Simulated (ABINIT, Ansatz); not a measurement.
# A GW chain in ABINIT: KRb2GaF6 (Fm-3m), part 2 of 2

Aim: the G0W0 gap of KRb2GaF6 (Fm-3m) on PBEsol, step by step.

ABINIT 10.8.3; PBEsol and many-body steps on it, plane waves. Known limits of the many-body steps: not at the basis limit; no spin-orbit coupling; coarse k mesh.

So far. Step 2 (Ground state): The gap is direct, at Γ. Step 3 (Empty states on the mesh, 2×2×2 mesh, 600 bands): On this mesh the gap is 6.190 eV.

### Step 4. Screening, 2×2×2 mesh, 546 bands, screening to 217.7 eV

The RPA dielectric matrix is built and inverted for each q.

This step: RPA screening on PBEsol, plane waves, norm-conserving pseudopotentials.

Input file run.abi:

```
acell 3*1.0 Angstrom
rprim 
  -0.000000000000 4.378547672900 4.378547672900
  4.378547672900 -0.000000000000 4.378547672900
  4.378547672900 4.378547672900 -0.000000000000
ntypat 4
znucl 19 37 31 9
natom 10
typat 1 2 2 3 4 4 4 4 4 4
xred 
  0.500000000000 0.500000000000 0.500000000000
  0.750000000000 0.750000000000 0.750000000000
  0.250000000000 0.250000000000 0.250000000000
  0.000000000000 0.000000000000 0.000000000000
  0.783440950000 0.216559050000 0.783440950000
  0.216559050000 0.216559050000 0.783440950000
  0.783440950000 0.783440950000 0.216559050000
  0.783440950000 0.216559050000 0.216559050000
  0.216559050000 0.783440950000 0.216559050000
  0.216559050000 0.783440950000 0.783440950000
pp_dirpath "pseudos"
pseudos "K.upf, Rb.upf, Ga.upf, F.upf"
ecut 45
ngkpt 2 2 2
nshiftk 1
shiftk 0 0 0
kptopt 1
chksymbreak 0
istwfk *1
occopt 1
irdwfk 1
optdriver 3
nband 546
ecuteps 8
inclvkb 2
awtr 1
symchi 1
indata_prefix "in"
outdata_prefix "out"
tmpdata_prefix "tmp"
```

Launch:

```sh
$ OMP_NUM_THREADS=1 mpirun -n 8 abinit run.abi > log
```

Numbers of over 12 decimals in the logs are rounded to 6 here.

Log:

```text
.Version 10.8.3 of ABINIT. v10.8.2 released Aug 2026.

 Symmetries : space group Fm -3 m (#225); Bravais cF (face-center cubic)
[... echo of the input left out ...]
== DATASET  1 ==================================================================
-   mpi_nproc: 8, omp_nthreads: 1 (-1 if OMP is not activated)

--- !DatasetInfo
iteration_state: {dtset: 1, }
dimensions: {natom: 10, nkpt: 3, mband: 546, nsppol: 1, nspinor: 1, nspden: 1, mpw: 16361, }
cutoff_energies: {ecut:  45.0, pawecutdg:  -1.0, }
electrons: {nelect:   9.00000000E+01, charge:   0.00000000E+00, occopt:   1.00000000E+00, tsmear:   1.00000000E-02, }

 SCREENING: Calculation of the susceptibility and dielectric matrices

 Based on a program developped by R.W. Godby, V. Olevano, G. Onida, and L. Reining.
 Incorporated in ABINIT by V. Olevano, G.-M. Rignanese, and M. Torrent.
.Using double precision arithmetic ; gwpc =  8

[... cell and pseudopotentials left out ...]
--------------------------------------------------------------------------------

 ==== K-mesh for the wavefunctions ====
 Number of points in the irreducible wedge :     3
[... list of points left out ...]
 Together with 48 symmetry operations and time-reversal symmetry
 yields     8 points in the full Brillouin Zone.

 ==== Q-mesh for the screening function ====
 Number of points in the irreducible wedge :     3
[... list of points left out ...]
 Together with 48 symmetry operations and time-reversal symmetry
 yields     8 points in the full Brillouin Zone.

 setmesh: FFT mesh size selected  =    50x   50x   50
          total number of points  =       125000

 vcoul_init : cutoff-mode = AUXILIARY_FUNCTION
 q-points for optical limit:   1
     1)      0.000010    0.000020    0.000030

- screening: taking advantage of time-reversal symmetry
- Maximum band index for partially occupied states nbvw = 45
- Remaining bands to be divided among processors   nbcw = 501
- Number of bands treated by each node ~62

 Number of electrons calculated from density =   90.0000; Expected =   90.0000
 average of density, n =  0.079438
 r_s =    1.4431
 omega_plasma =   27.1874 [eV]

 calculating chi0 at frequencies [eV] :
  1    0.000000E+00    0.000000E+00
  2    0.000000E+00    2.718745E+01

--------------------------------------------------------------------------------
  q-point number  1        q = ( 0.000000, 0.000000, 0.000000) [r.l.u.]
--------------------------------------------------------------------------------
[... chi0 elements left out ...]
 For q-point:  0.000010 0.000020 0.000030
  dielectric constant =   2.0664
  dielectric constant without local fields =   2.2874

  Average fulfillment of the sum rule on Im[epsilon] for q-point    1 :     69.22  [%]
[... wings left out ...]
  q-point number  2        q = ( 0.500000, 0.000000, 0.000000) [r.l.u.]
--------------------------------------------------------------------------------
[... chi0 elements left out ...]
  Average fulfillment of the sum rule on Im[epsilon] for q-point    2 :     71.69  [%]

 [... 1 further q-points ...]
```

It took 19 min on 8 MPI ranks of Arm Neoverse N1, shared host; peak memory 8.4 GiB.

This step gave:

- ε∞ with local fields, on this mesh, along the program's q direction: 2.066
- the same without local fields: 2.287
- plasma frequency: 27.19 eV
- plane waves in the screening matrix: 1243

Local fields lower ε∞ by 10 %. On a Γ-centred mesh this coarse the value itself is usually too large, while a short band sum pulls it down.

### Step 5. Self-energy, 2×2×2 mesh, 546 bands, screening to 217.7 eV

The self-energy is evaluated for the states that the input lists, and the levels follow from it, in one-shot runs by the linearised quasiparticle equation.

This step: G0W0 on PBEsol, plane waves, norm-conserving pseudopotentials.

run.abi: that of step 4 with these lines changed.

```diff
@@ -31,8 +31,15 @@
 irdwfk 1
-optdriver 3
+optdriver 4
 nband 546
+gwcalctyp 0
+ecutsigx 45
+symsigma 1
+nkptgw 1
+kptgw 
+  0.0000000000 0.0000000000 0.0000000000
+bdgw 
+  43 48
 ecuteps 8
-inclvkb 2
-awtr 1
-symchi 1
+irdscr 1
+ppmodel 1
 indata_prefix "in"
```

Log:

```text
.Version 10.8.3 of ABINIT. v10.8.2 released Aug 2026.

 Symmetries : space group Fm -3 m (#225); Bravais cF (face-center cubic)
[... echo of the input left out ...]
== DATASET  1 ==================================================================
-   mpi_nproc: 8, omp_nthreads: 1 (-1 if OMP is not activated)

--- !DatasetInfo
iteration_state: {dtset: 1, }
dimensions: {natom: 10, nkpt: 3, mband: 546, nsppol: 1, nspinor: 1, nspden: 1, mpw: 16361, }
cutoff_energies: {ecut:  45.0, pawecutdg:  -1.0, }
electrons: {nelect:   9.00000000E+01, charge:   0.00000000E+00, occopt:   1.00000000E+00, tsmear:   1.00000000E-02, }

 SIGMA: Calculation of the GW corrections

 Based on a program developped by R.W. Godby, V. Olevano, G. Onida, and L. Reining.
 Incorporated in ABINIT by V. Olevano, G.-M. Rignanese, and M. Torrent.
.Using double precision arithmetic ; gwpc =  8

[... cell and pseudopotentials left out ...]
--------------------------------------------------------------------------------

 ==== K-mesh for the wavefunctions ====
 Number of points in the irreducible wedge :     3
[... list of points left out ...]
 Together with 48 symmetry operations and time-reversal symmetry
 yields     8 points in the full Brillouin Zone.

 ==== Q-mesh for screening function ====
 Number of points in the irreducible wedge :     3
[... list of points left out ...]
 Together with 48 symmetry operations and time-reversal symmetry
 yields     8 points in the full Brillouin Zone.

 vcoul_init : cutoff-mode = AUXILIARY_FUNCTION
 q-points for optical limit:   1
     1)      0.000010    0.000020    0.000030
 setmesh: FFT mesh size selected  =    72x   72x   72
          total number of points  =       373248

 Number of electrons calculated from density =   90.0000; Expected =   90.0000
 average of density, n =  0.079438
 r_s =    1.4431
 omega_plasma =   27.1874 [eV]

 === KS Band Gaps ===
  >>>> For spin  1
   Minimum direct gap =   6.1897 [eV], located at k-point      :   0.0000  0.0000  0.0000
   Fundamental gap    =   6.1897 [eV], Top of valence bands at :   0.0000  0.0000  0.0000
                                       Bottom of conduction at :   0.0000  0.0000  0.0000
 SIGMA fundamental parameters:
 PLASMON POLE MODEL  1
 number of plane-waves for SigmaX                16361
 number of plane-waves for SigmaC and W           1243
 number of plane-waves for wavefunctions         16361
 number of bands                                   546
 number of independent spin polarizations            1
 number of spinorial components                      1
 number of k-points in IBZ                           3
 number of q-points in IBZ                           3
 number of symmetry operations                      48
 number of k-points in BZ                            8
 number of q-points in BZ                            8
 number of frequencies for dSigma/dE                 9
 frequency step for dSigma/dE [eV]                0.25
 number of omega for Sigma on real axis              0
 max omega for Sigma on real axis  [eV]           0.00
 zcut for avoiding poles [eV]                     0.10

 EPSILON^-1 parameters (SCR file):
 dimension of the eps^-1 matrix on file           1243
 dimension of the eps^-1 matrix used              1243
 number of plane-waves for wavefunctions         16361
 number of bands                                   546
 number of q-points in IBZ                           3
 number of frequencies                               2
 number of real frequencies                          1
 number of imag frequencies                          1

 matrix elements of self-energy operator (all in [eV])

 Perturbative Calculation

--- !SelfEnergy_ee
iteration_state: {dtset: 1, }
kpoint     : [   0.000,    0.000,    0.000, ]
spin       : 1
KS_gap     :    6.190
QP_gap     :    9.770
Delta_QP_KS:    3.580
data: !SigmaeeData |
     Band     E0 <VxcDFT>   SigX SigC(E0)      Z dSigC/dE  Sig(E)    E-E0       E
       43  -0.821 -22.439 -29.922   4.958   0.809  -0.236 -24.483  -2.044  -2.865
       44  -0.821 -22.439 -29.922   4.958   0.809  -0.236 -24.483  -2.044  -2.865
       45  -0.821 -22.439 -29.922   4.958   0.809  -0.236 -24.483  -2.044  -2.865
       46   5.369 -10.808  -6.266  -2.816   0.890  -0.123  -9.271   1.537   6.905
       47   8.334  -8.349  -3.744  -2.818   0.902  -0.109  -6.737   1.612   9.946
       48   8.334  -8.349  -3.744  -2.818   0.902  -0.109  -6.737   1.612   9.946

== END DATASET(S) ==============================================================
================================================================================

 -outvars: echo values of variables after computation  --------
           etotal      0.0000000000E+00
            nband         546
             nkpt           3
          spgroup         225
 [... the other variables as echoed above ...]

 Calculation completed.
```

Run time: 3.4 min. Hardware: 8 MPI ranks; peak memory 7.8 GiB.

Numbers from this step:

| Property | Result |
| --- | --- |
| G0W0 gap on the points computed | 9.77 eV |
| starting gap on the mesh | 6.190 eV |
| k of the valence top | 0, 0, 0 |
| k of the conduction bottom | 0, 0, 0 |
| Z at the valence top | 0.809 |
| Z at the conduction bottom | 0.89 |
| least direct G0W0 gap on the computed points | 9.77 eV |

The gap on the mesh goes from 6.19 eV to 9.77 eV, a correction of +3.58 eV.

Limits: finite bands, cutoff and mesh; no spin-orbit coupling; coarse k mesh. v1 is the top filled band, c1 the lowest empty one. The levels before and after the correction (eV, zero at the valence-band top of each column):

```csv
,conduction bottom,valence top
Kohn-Sham,6.19,0.00
G0W0,9.77,0.00
```

|  | level | energy (eV) |
| --- | --- | --- |
| Kohn-Sham | Γ v3-v1 | 0.000 |
| Kohn-Sham | Γ c1 | 6.190 |
| Kohn-Sham | Γ c2-c3 | 9.154 |
| G0W0 | Γ v3-v1 | 0.000 |
| G0W0 | Γ c1 | 9.770 |
| G0W0 | Γ c2-c3 | 12.811 |

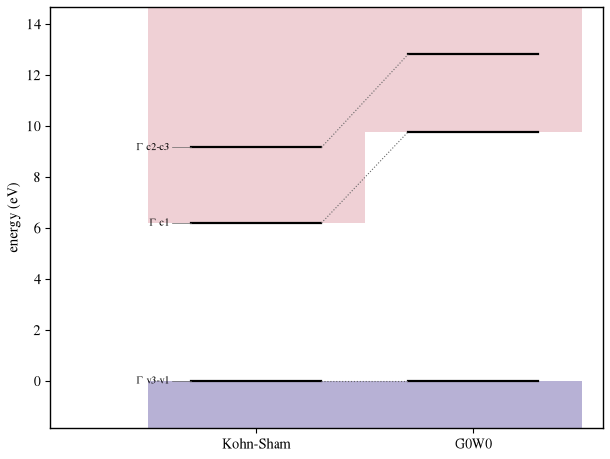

Levels before and after the correction. Shaded: valence and conduction bands.

### Step 6. Where the time went

Times are wall times on 8 MPI ranks of Arm Neoverse N1, shared host, good to a factor of about two.

```
                    step     time  share  memory (GiB)
            ground state  2.5 min    4 %           1.3
empty states on the mesh   37 min   60 %           1.4
               screening   19 min   30 %           8.4
             self-energy  3.4 min    5 %           7.8
```

### Step 7. What came out

- PBEsol gap: 6.19 eV, direct
- G0W0 gap on the mesh: 9.77 eV
- GW settings: 2×2×2 mesh, 546 bands, screening to 217.7 eV, Godby-Needs plasmon pole
- known limits: not at the basis limit; no spin-orbit coupling; coarse k mesh

G0W0 moves the gap on the mesh from 6.19 eV to 9.77 eV (+3.58 eV), with Z of 0.81 and 0.89 at the edges. Local fields lower the RPA ε∞ on this mesh from 2.29 to 2.07; a Γ-centred mesh this coarse tends to raise both, most where the direct gap is narrow, while a short band sum lowers them. Only 1 of the mesh's irreducible points was corrected, so a valley elsewhere could overtake. The dearest step here is «empty states on the mesh». Bands and cutoff are finite, so the gap is not at the basis limit. The miss can reach some tenths of an eV and take either sign; the mesh is an error of its own. In the G0W0 run levels were corrected at 1 k point alone, so a gap called «on the mesh» is the least over those, and an edge elsewhere would be missed. The 2×2×2 mesh is coarse for this cell, which bears on the long-range parts of exchange and screening. The many-body steps are scalar-relativistic: spin-orbit coupling is not in them.

[Paths, hosts, dates, memory and timing lines, banners, echoed tables and standing remarks are left out of the program output.]

[Logs are printed without paths, hosts, clocks, repeated set-up lines and the standing remarks that a program may print on its own settings, such as how far it seeks lower states.]

[Runs of the session that timed out or met a known fault of the program may be left out.]

[Hosts, paths, dates, database ids (printed as entryN), source tags and the programs' standing remarks are cut or masked in the printed files.]

[G0W0 gaps are taken among the corrected bands and points alone; a level outside them can change the order at an edge.]

[Where Ansatz stands beside ABINIT at settings called matched, ABINIT's density can come from a denser mesh and the files from another edition; pairs whose starting gaps differed by over 0.03 eV were left out, so agreement reads better than it is.]
